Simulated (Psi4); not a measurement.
Molecular dynamics, with input and output: BNH$_{6}$ (part 3 of 3)

The same run, continued: BNH$_{6}$, SMILES [BH3-][NH3+]; B3LYP/6-31G**, RKS, dispersion D4 (Psi4 1.11). The geometry comes from this level: PBE0-D4/def2-TZVP.

Geometry of the input (Å):
```
B  -0.1913  0.2508  -0.7754
N  0.2065  -0.2551  0.7317
H  -0.0782  -0.7284  -1.4810
H  -1.3326  0.6497  -0.6872
H  0.6044  1.1266  -1.0384
H  0.1408  0.5070  1.3987
H  1.1566  -0.6113  0.7553
H  -0.4140  -0.9965  1.0405
```

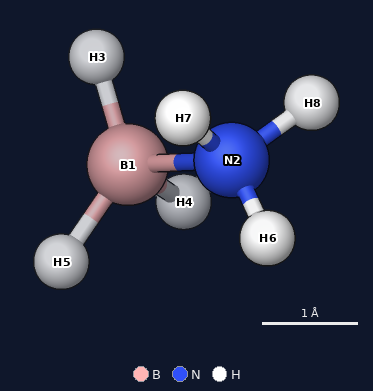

*The geometry at step 32 of the log (ball-and-stick view, seen at a tilt; atoms are numbered from 1 in the order of the input).*

## Trajectory as extended XYZ, continued
```
8
Properties=species:S:1:pos:R:3:forces:R:3 step=24 energy=-2264.18857
B    -0.1284    0.2246   -0.7964   -1.1651   0.9650  -0.6073
N     0.1743   -0.2397    0.7526   -2.7751  -0.9853   0.5984
H    -0.0082   -0.8354   -1.4395    0.4090   0.8551   0.2410
H    -1.2576    0.6581   -0.8854   -0.4681  -0.6892   0.4139
H     0.3873    1.3211   -1.0213    1.0362  -0.9446   0.0012
H     0.2270    0.4349    1.5037   -0.3351   0.7375   0.0015
H     1.0936   -0.6080    0.7099    0.8951  -1.2836   0.1347
H    -0.6057   -0.9512    1.0589    2.4029   1.3453  -0.7833
8
Properties=species:S:1:pos:R:3:forces:R:3 step=25 energy=-2264.16720
B    -0.1258    0.2235   -0.7978   -1.3406   1.1666  -0.5482
N     0.1734   -0.2386    0.7538   -3.0915  -1.1041   0.4973
H    -0.0032   -0.8319   -1.4340    0.4265   0.7540   0.1654
H    -1.2645    0.6568   -0.8913   -0.2934  -0.7472   0.4262
H     0.3855    1.3250   -1.0210    1.0200  -0.9859   0.0095
H     0.2288    0.4317    1.5033   -0.3313   0.8568   0.1320
H     1.0851   -0.6116    0.7093    1.1460  -1.3769   0.1221
H    -0.6102   -0.9532    1.0595    2.4640   1.4369  -0.8042
8
Properties=species:S:1:pos:R:3:forces:R:3 step=26 energy=-2264.15141
B    -0.1233    0.2224   -0.7992   -1.5068   1.3670  -0.4823
N     0.1723   -0.2376    0.7550   -3.3268  -1.2041   0.3921
H     0.0020   -0.8279   -1.4285    0.4444   0.6417   0.0843
H    -1.2716    0.6551   -0.8969   -0.1262  -0.7983   0.4375
H     0.3842    1.3283   -1.0208    1.0019  -1.0222   0.0168
H     0.2304    0.4291    1.5029   -0.3238   0.9630   0.2517
H     1.0772   -0.6161    0.7087    1.3490  -1.4470   0.1120
H    -0.6132   -0.9543    1.0597    2.4880   1.5000  -0.8120
8
Properties=species:S:1:pos:R:3:forces:R:3 step=27 energy=-2264.14280
B    -0.1209    0.2213   -0.8007   -1.6626   1.5648  -0.4097
N     0.1711   -0.2365    0.7562   -3.4707  -1.2880   0.2868
H     0.0076   -0.8236   -1.4229    0.4628   0.5191  -0.0019
H    -1.2787    0.6529   -0.9022    0.0320  -0.8423   0.4476
H     0.3835    1.3311   -1.0205    0.9823  -1.0530   0.0228
H     0.2319    0.4270    1.5026   -0.3129   1.0520   0.3560
H     1.0702   -0.6215    0.7083    1.4931  -1.4878   0.1057
H    -0.6148   -0.9546    1.0593    2.4758   1.5354  -0.8072
8
Properties=species:S:1:pos:R:3:forces:R:3 step=28 energy=-2264.14254
B    -0.1186    0.2204   -0.8022   -1.8075   1.7579  -0.3310
N     0.1697   -0.2356    0.7574   -3.5152  -1.3573   0.1850
H     0.0134   -0.8189   -1.4173    0.4817   0.3872  -0.0924
H    -1.2859    0.6502   -0.9073    0.1802  -0.8789   0.4563
H     0.3834    1.3331   -1.0201    0.9614  -1.0776   0.0276
H     0.2331    0.4255    1.5026   -0.2992   1.1200   0.4406
H     1.0641   -0.6277    0.7079    1.5708  -1.4945   0.1040
H    -0.6149   -0.9539    1.0585    2.4276   1.5433  -0.7900
8
Properties=species:S:1:pos:R:3:forces:R:3 step=29 energy=-2264.15106
B    -0.1163    0.2195   -0.8037   -1.9412   1.9446  -0.2470
N     0.1682   -0.2347    0.7586   -3.4556  -1.4114   0.0895
H     0.0195   -0.8140   -1.4117    0.5012   0.2475  -0.1862
H    -1.2929    0.6470   -0.9121    0.3177  -0.9082   0.4635
H     0.3839    1.3346   -1.0198    0.9396  -1.0957   0.0312
H     0.2342    0.4247    1.5028   -0.2832   1.1641   0.5018
H     1.0589   -0.6349    0.7075    1.5783  -1.4637   0.1077
H    -0.6135   -0.9523    1.0572    2.3428   1.5229  -0.7604
8
Properties=species:S:1:pos:R:3:forces:R:3 step=30 energy=-2264.16803
B    -0.1142    0.2188   -0.8053   -2.0635   2.1222  -0.1587
N     0.1665   -0.2338    0.7598   -3.2910  -1.4480   0.0022
H     0.0259   -0.8090   -1.4063    0.5212   0.1020  -0.2819
H    -1.2998    0.6432   -0.9166    0.4443  -0.9303   0.4691
H     0.3850    1.3354   -1.0195    0.9173  -1.1067   0.0334
H     0.2351    0.4246    1.5033   -0.2656   1.1820   0.5370
H     1.0547   -0.6429    0.7072    1.5168  -1.3939   0.1170
H    -0.6107   -0.9498    1.0554    2.2204   1.4728  -0.7180
8
Properties=species:S:1:pos:R:3:forces:R:3 step=31 energy=-2264.19231
B    -0.1122    0.2181   -0.8068   -2.1745   2.2883  -0.0673
N     0.1647   -0.2331    0.7610   -3.0247  -1.4630  -0.0761
H     0.0326   -0.8038   -1.4010    0.5415  -0.0469  -0.3780
H    -1.3063    0.6389   -0.9209    0.5598  -0.9454   0.4730
H     0.3866    1.3355   -1.0191    0.8947  -1.1102   0.0344
H     0.2358    0.4252    1.5042   -0.2473   1.1725   0.5447
H     1.0514   -0.6517    0.7070    1.3919  -1.2860   0.1317
H    -0.6066   -0.9464    1.0532    2.0585   1.3908  -0.6622
8
Properties=species:S:1:pos:R:3:forces:R:3 step=32 energy=-2264.22201
B    -0.1103    0.2176   -0.8083   -2.2743   2.4396   0.0256
N     0.1628   -0.2323    0.7622   -2.6631  -1.4504  -0.1459
H     0.0396   -0.7988   -1.3960    0.5620  -0.1963  -0.4729
H    -1.3126    0.6340   -0.9248    0.6641  -0.9537   0.4751
H     0.3887    1.3350   -1.0187    0.8720  -1.1059   0.0341
H     0.2364    0.4265    1.5054   -0.2290   1.1356   0.5248
H     1.0489   -0.6614    0.7069    1.2131  -1.1430   0.1514
H    -0.6013   -0.9422    1.0506    1.8549   1.2743  -0.5919
8
Properties=species:S:1:pos:R:3:forces:R:3 step=33 energy=-2264.25469
B    -0.1086    0.2173   -0.8099   -2.3627   2.5727   0.1180
N     0.1607   -0.2317    0.7634   -2.2151  -1.4036  -0.2085
H     0.0470   -0.7938   -1.3912    0.5823  -0.3429  -0.5646
H    -1.3184    0.6285   -0.9285    0.7575  -0.9556   0.4755
H     0.3914    1.3338   -1.0183    0.8496  -1.0934   0.0325
H     0.2369    0.4285    1.5069   -0.2115   1.0722   0.4784
H     1.0471   -0.6717    0.7068    0.9924  -0.9697   0.1750
H    -0.5948   -0.9372    1.0477    1.6075   1.1203  -0.5064
8
Properties=species:S:1:pos:R:3:forces:R:3 step=34 energy=-2264.28753
B    -0.1070    0.2170   -0.8114   -2.4398   2.6841   0.2082
N     0.1586   -0.2311    0.7646   -1.6917  -1.3153  -0.2663
H     0.0547   -0.7890   -1.3868    0.6019  -0.4830  -0.6509
H    -1.3238    0.6225   -0.9319    0.8402  -0.9513   0.4742
H     0.3946    1.3319   -1.0179    0.8276  -1.0725   0.0298
H     0.2372    0.4311    1.5086   -0.1954   0.9846   0.4082
H     1.0459   -0.6826    0.7069    0.7432  -0.7725   0.2015
H    -0.5874   -0.9316    1.0444    1.3141   0.9258  -0.4046
8
Properties=species:S:1:pos:R:3:forces:R:3 step=35 energy=-2264.31765
B    -0.1055    0.2170   -0.8129   -2.5053   2.7700   0.2940
N     0.1564   -0.2306    0.7658   -1.1045  -1.1793  -0.3225
H     0.0628   -0.7846   -1.3828    0.6202  -0.6128  -0.7296
H    -1.3287    0.6159   -0.9350    0.9123  -0.9410   0.4711
H     0.3982    1.3294   -1.0174    0.8061  -1.0431   0.0261
H     0.2374    0.4344    1.5106   -0.1813   0.8759   0.3175
H     1.0452   -0.6939    0.7071    0.4791  -0.5581   0.2295
H    -0.5792   -0.9254    1.0410    0.9734   0.6885  -0.2860
8
Properties=species:S:1:pos:R:3:forces:R:3 step=36 energy=-2264.34241
B    -0.1041    0.2170   -0.8144   -2.5589   2.8267   0.3733
N     0.1541   -0.2301    0.7670   -0.4659  -0.9913  -0.3803
H     0.0712   -0.7805   -1.3792    0.6364  -0.7284  -0.7985
H    -1.3330    0.6087   -0.9378    0.9740  -0.9252   0.4662
H     0.4024    1.3263   -1.0169    0.7854  -1.0049   0.0213
H     0.2375    0.4381    1.5129   -0.1694   0.7497   0.2107
H     1.0448   -0.7056    0.7074    0.2124  -0.3338   0.2579
H    -0.5704   -0.9188    1.0373    0.5859   0.4072  -0.1505
8
Properties=species:S:1:pos:R:3:forces:R:3 step=37 energy=-2264.35968
B    -0.1029    0.2173   -0.8159   -2.5999   2.8509   0.4441
N     0.1518   -0.2296    0.7682    0.2106  -0.7499  -0.4426
H     0.0801   -0.7768   -1.3761    0.6496  -0.8262  -0.8557
H    -1.3368    0.6010   -0.9404    1.0256  -0.9040   0.4595
H     0.4070    1.3226   -1.0165    0.7657  -0.9582   0.0156
H     0.2375    0.4423    1.5152   -0.1601   0.6104   0.0924
H     1.0445   -0.7175    0.7079   -0.0460  -0.1061   0.2855
H    -0.5613   -0.9119    1.0335    0.1543   0.0832   0.0010
8
Properties=species:S:1:pos:R:3:forces:R:3 step=38 energy=-2264.36815
B    -0.1018    0.2177   -0.8174   -2.6278   2.8396   0.5048
N     0.1496   -0.2292    0.7693    0.9104  -0.4583  -0.5111
H     0.0893   -0.7737   -1.3735    0.6590  -0.9029  -0.8993
H    -1.3399    0.5927   -0.9426    1.0672  -0.8776   0.4510
H     0.4121    1.3183   -1.0160    0.7470  -0.9030   0.0091
H     0.2375    0.4468    1.5176   -0.1533   0.4624  -0.0323
H     1.0441   -0.7294    0.7085   -0.2876   0.1189   0.3114
H    -0.5520   -0.9050    1.0298   -0.3151  -0.2789   0.1663
8
Properties=species:S:1:pos:R:3:forces:R:3 step=39 energy=-2264.36757
B    -0.1009    0.2182   -0.8188   -2.6416   2.7909   0.5539
N     0.1473   -0.2289    0.7704    1.6160  -0.1248  -0.5861
H     0.0989   -0.7710   -1.3714    0.6634  -0.9559  -0.9281
H    -1.3424    0.5839   -0.9446    1.0988  -0.8462   0.4407
H     0.4176    1.3134   -1.0155    0.7295  -0.8397   0.0019
H     0.2373    0.4516    1.5199   -0.1488   0.3100  -0.1588
H     1.0436   -0.7413    0.7094   -0.5062   0.3361   0.3346
H    -0.5430   -0.8983    1.0262   -0.8114  -0.6702   0.3417
8
Properties=species:S:1:pos:R:3:forces:R:3 step=40 energy=-2264.35888
B    -0.1002    0.2189   -0.8202   -2.6405   2.7038   0.5904
N     0.1452   -0.2285    0.7715    2.3065   0.2356  -0.6654
H     0.1089   -0.7690   -1.3699    0.6621  -0.9835  -0.9411
H    -1.3443    0.5746   -0.9464    1.1205  -0.8102   0.4284
H     0.4236    1.3081   -1.0150    0.7131  -0.7686  -0.0058
H     0.2370    0.4566    1.5222   -0.1463   0.1575  -0.2826
H     1.0428   -0.7530    0.7104   -0.6974   0.5413   0.3547
H    -0.5344   -0.8920    1.0227   -1.3182  -1.0758   0.5213
```

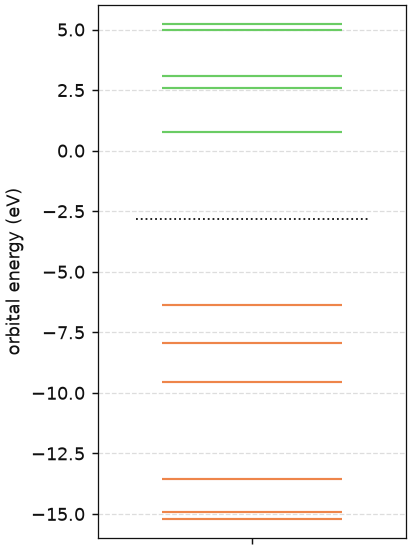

*Orbital energies near the frontier; the dotted line parts filled from empty levels, and levels within 0.02 eV of each other stand side by side.*

Highest filled −6.37 eV, lowest empty 0.75 eV, 7.12 eV apart.

## Key numbers

```csv
quantity,value
outcome,finished
trajectory,"41 frames kept"
potential energy (last step),−83.213654 hartree
dispersion energy (last step),−0.004257 hartree
basis functions (last step),60
HOMO (last step),−6.37 eV
LUMO (last step),0.75 eV
dipole moment (last step),5.67 D
wall time,3.4 min
peak memory,1.4 GiB
```
